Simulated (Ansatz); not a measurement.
# WS2 (Tungstenite): converging the G0W0 gap, part 2 of 2

Wanted: a G0W0 gap for WS2 (Tungstenite) that is converged in bands and cutoff, or an estimate of the limit.

Ansatz 0.2.0; G0W0 on PBE, plane waves, PAW. Known limits of the many-body steps: not at the basis limit; no spin-orbit coupling.

So far. Step 4 (867 empty bands, screening to 230 eV): Against the run with 6×6×2 mesh, 402 empty bands, screening to 138 eV, the gap moves by +0.03 eV.

The database entry behind the starting cell differs from later determinations by our own check (an axis about 1.4 % long against later determinations), so it need not match the best structure at ambient conditions.

## (5) Changing the frequency model: 6×6×2 mesh, 867 empty bands, screening to 230 eV, plasmon pole

A plasmon pole stands in for the full frequency dependence of the screening; this run shows what that costs in accuracy.

input.yaml reads:

```yaml
crystal:
  lattice:
    - [3.18, 0.0, 0.0]
    - [-1.59, 2.753960784, 0.0]
    - [0.0, 0.0, 12.5]
  atoms:
    - { symbol: W, position: [0.3333333333, 0.6666666667, 0.25] }
    - { symbol: W, position: [0.6666666667, 0.3333333333, 0.75] }
    - { symbol: S, position: [0.3333333333, 0.6666666667, 0.625] }
    - { symbol: S, position: [0.6666666667, 0.3333333333, 0.125] }
    - { symbol: S, position: [0.3333333333, 0.6666666667, 0.875] }
    - { symbol: S, position: [0.6666666667, 0.3333333333, 0.375] }
kpoints:
  mp_grid: { grid: [6, 6, 2] }
hamiltonian:
  xc: pbe
scf:
  occupations: { method: fixed }
gw:
  n_empty_bands: 867
  ecut_chi: 230.0
  qp_bands: [v2, c2]
  qp_kpoints: band_edges
  screening: { model: godby_needs }
```

Launch:

```sh
> ansatz run input.yaml --threads 3 --pin off --max-ram 64512MiB --backend cuda --events-out ev --progress --plain --runs-dir out --devices 1 --max-vram 24GiB  # rebuilt from the run's record
```

Numbers of over 12 decimals in the logs are rounded to 6 here.

Output:

```text
GPUs: using 1 of 1 available (devices: 1).
[...]
GPU FFT provider: cuFFT
GPU libraries: cuBLAS 13.8.2, cuFFT 12.4.0, cuSOLVER 12.3.4
Crystal: 6 atoms, lattice volume = 109.470 Å³
Basis set: ecut = 420 eV, 2129 PW (Γ)
Bands: 32, of which v1, the nominal top of the filled ones, is band 26 counted from 1 (25 counted from 0)
Symmetry: 24 space group operations
[...]
k-points: 14 of 72
[...]
1    28     13.5077   -13.6700    -4.3879   -18.2965  0.7870    13.7464    13.7461  root
[...]
13    25     10.6075   -18.8759     0.3678   -18.1348  0.7856    10.2339    10.2343  root
    13    26     10.6075   -18.8759     0.3678   -18.1348  0.7856    10.2339    10.2343  root
    13    27     12.4366   -15.7105    -3.9505   -19.8326  0.7868    12.6083    12.6082  root
    13    28     12.4366   -15.7105    -3.9505   -19.8326  0.7868    12.6083    12.6082  root
[key lines of the parts left out:]
SCF converged after 6 iterations
Free energy (F): -24382.796141 eV
Fermi energy:    11.265030 eV
```

It took 84 s on 1 × NVIDIA H100 80GB HBM3 (shared by 3 runs) with 3 threads of AMD EPYC 7R13 (Zen 3), shared host; peak memory 6.7 GiB; 2.3 min of CPU time.

Numbers from this step:

```
bands summed                                 : 893
plasmon-pole fit frequency                   : 25.59 eV
RPA ε∞ on this mesh (eigenvalues)            : 5.404, 13.93, 13.93
plane waves in the screening matrix          : 835
G0W0 gap on the mesh                         : 1.473 eV
k of the valence top                         : 0, 0, 0
k of the conduction bottom                   : 0.1667, 0.1667, 0
starting gap on the mesh                     : 1.047 eV
least direct G0W0 gap on the computed points : 2.269 eV
```

Against the run with 6×6×2 mesh, 867 empty bands, screening to 230 eV, the gap moves by +0.007 eV.

## (6) Changing the files and raising the bands: 6×6×2 mesh, 1285 empty bands, screening to 299 eV, hard PAW files

Other atomic data (hard PAW) test the pseudisation: the cutoff goes from 420 to 760 eV and the valence electrons from 52 to 80, which opens shells that were frozen. Bands and screening cutoff change too, so the step is no clean test of the files.

Edit input.yaml of step 5 so:

```diff
@@ -16,2 +16,3 @@
   xc: pbe
+  pseudopotentials: { kind: paw, source: ansatz }
 scf:
@@ -19,6 +20,6 @@
 gw:
-  n_empty_bands: 867
-  ecut_chi: 230.0
+  n_empty_bands: 1285
+  ecut_chi: 299.0
   qp_bands: [v2, c2]
   qp_kpoints: band_edges
-  screening: { model: godby_needs }
+  screening: { model: contour_deformation }
```

Output:

```text
GPUs: using 1 of 1 available (devices: 1).
[...]
GPU FFT provider: cuFFT
GPU libraries: cuBLAS 13.8.2, cuFFT 12.4.0, cuSOLVER 12.3.4
Crystal: 6 atoms, lattice volume = 109.470 Å³
Basis set: ecut = 760 eV, 5163 PW (Γ)
Bands: 48, of which v1, the nominal top of the filled ones, is band 40 counted from 1 (39 counted from 0)
Symmetry: 24 space group operations
[...]
k-points: 14 of 72
[...]
1    42     15.0130   -13.6901    -4.5676   -18.3132  0.7538    15.0686    15.0685  root
[...]
13    39     12.1136   -18.8984     0.2418   -18.1499  0.7542    11.6037    11.6069  root
    13    40     12.1136   -18.8984     0.2418   -18.1499  0.7542    11.6037    11.6069  root
    13    41     13.9426   -15.7219    -4.1679   -19.8377  0.7508    13.8905    13.8905  root
    13    42     13.9426   -15.7219    -4.1679   -19.8377  0.7508    13.8905    13.8905  root
[key lines of the parts left out:]
SCF converged after 9 iterations
Free energy (F): -39375.378415 eV
Fermi energy:    12.769841 eV
```

Wall time 97 s (1 × NVIDIA H100 80GB HBM3 (shared by 3 runs) with 3 threads); peak memory 6.8 GiB; 2.9 min of CPU time.

Numbers from this step:

```yaml
bands_summed: 1325
rpa_eps_infinity_on_this_mesh_eigenvalues: 5.402, 13.92, 13.92
plane_waves_in_the_screening_matrix: 1301
g0w0_gap_on_the_mesh: 1.478 eV
k_of_the_valence_top: 0, 0, 0
k_of_the_conduction_bottom: 0.1667, 0.1667, 0
starting_gap_on_the_mesh: 1.048 eV
least_direct_g0w0_gap_on_the_computed_points: 2.187 eV
```

Against the run with 6×6×2 mesh, 867 empty bands, screening to 230 eV, the gap moves by +0.011 eV.

## (7) Side by side

Times are wall times on 1 × NVIDIA H100 80GB HBM3 (shared by 3 runs) with 3 threads of AMD EPYC 7R13 (Zen 3), shared host, good to a factor of about two.

| mesh | files | frequency | bands summed | cutoff (eV) | start (eV) | G0W0 (eV) | time | host memory (GiB) |
| --- | --- | --- | --- | --- | --- | --- | --- | --- |
| 6×6×2 | default PAW | contour deformation | 168 | 69 | 1.047 | 1.364 | 15 s | 1.2 |
| 6×6×2 | default PAW | contour deformation | 428 | 138 | 1.047 | 1.437 | 16 s | 1.7 |
| 6×6×2 | default PAW | contour deformation | 893 | 230 | 1.047 | 1.467 | 45 s | 3.3 |
| 6×6×2 | default PAW | plasmon pole | 893 | 230 | 1.047 | 1.473 | 84 s | 6.7 |
| 6×6×2 | hard PAW | contour deformation | 1325 | 299 | 1.048 | 1.478 | 97 s | 6.8 |

The parts of the quasiparticle energy at the two band edges (eV; QP = start + Σx + Σc − Vxc):

| run | edge | start | Σx | Σc | Vxc | Z | QP |
| --- | --- | --- | --- | --- | --- | --- | --- |
| 168 bands | valence top | 11.27 | -19.44 | 0.84 | -18.76 | 0.76 | 11.43 |
| 168 bands | conduction bottom | 12.31 | -12.93 | -3.48 | -16.89 | 0.77 | 12.80 |
| 428 bands | valence top | 11.27 | -19.44 | 0.45 | -18.76 | 0.75 | 11.04 |
| 428 bands | conduction bottom | 12.31 | -12.93 | -3.80 | -16.89 | 0.76 | 12.47 |
| 893 bands | valence top | 11.27 | -19.44 | 0.27 | -18.76 | 0.75 | 10.86 |
| 893 bands | conduction bottom | 12.31 | -12.93 | -3.95 | -16.89 | 0.76 | 12.33 |

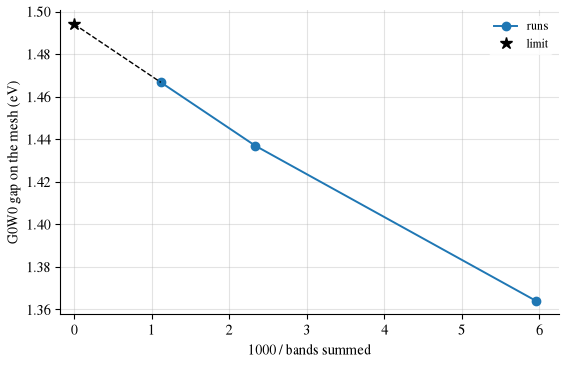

The gap against one over the number of bands; the dashed line carries the two highest rungs to the limit.

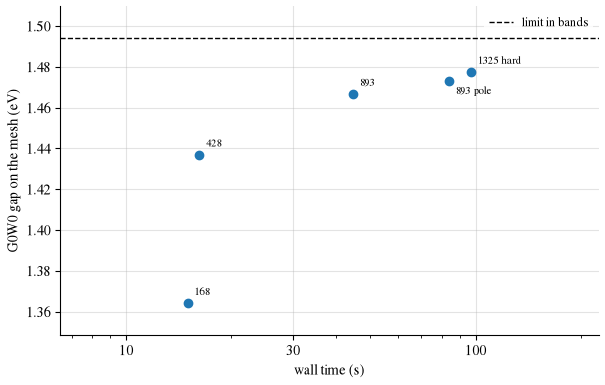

Result against wall time.

## (8) Results

* 168 bands, 69 eV: 1.364 eV
* 428 bands, 138 eV: 1.437 eV
* 893 bands, 230 eV: 1.467 eV
* estimated limit in bands and cutoff: 1.49 eV
* mesh and start: 6×6×2, PBE

**Reading.** A line in one over the bands through the two highest rungs gives 1.49 eV, +0.03 eV from the top rung; the pair below gives 1.48 eV, in fair agreement. The rungs stand 0.13 eV (168 bands), 0.06 eV (428 bands) and 0.03 eV (893 bands) from it. From 168 to 893 bands the gap moves by +0.10 eV while the time grows 3.0-fold. Σc changes by −0.57 eV at the valence top and −0.47 eV at the conduction bottom, so the levels themselves move more than the gap between them. The plasmon-pole model gives +0.01 eV against contour deformation, 2 % of the correction (the least direct gap moves by +0.06 eV), and saved no time in this program. With hard PAW files and 1325 bands the gap is 1.48 eV; the line for the default PAW files gives 1.48 eV at that count, a difference of +0.002 eV that holds the line's own error too. The cheapest rung within 0.1 eV of this estimate is that with 428 bands (16 s). The many-body steps are scalar-relativistic: spin-orbit coupling is not in them.

[Paths, hosts, dates, memory and timing lines, banners, echoed tables and standing remarks are left out of the program output.]

[Logs are printed without paths, hosts, clocks, repeated set-up lines and the standing remarks that a program may print on its own settings, such as how far it seeks lower states.]

[Runs of the session that timed out or met a known fault of the program may be left out.]

[Cells called generated may have been cut or substituted from an entry of the Crystallography Open Database or the Materials Project.]

[Hosts, paths, dates, database ids (printed as entryN), source tags and the programs' standing remarks are cut or masked in the printed files.]
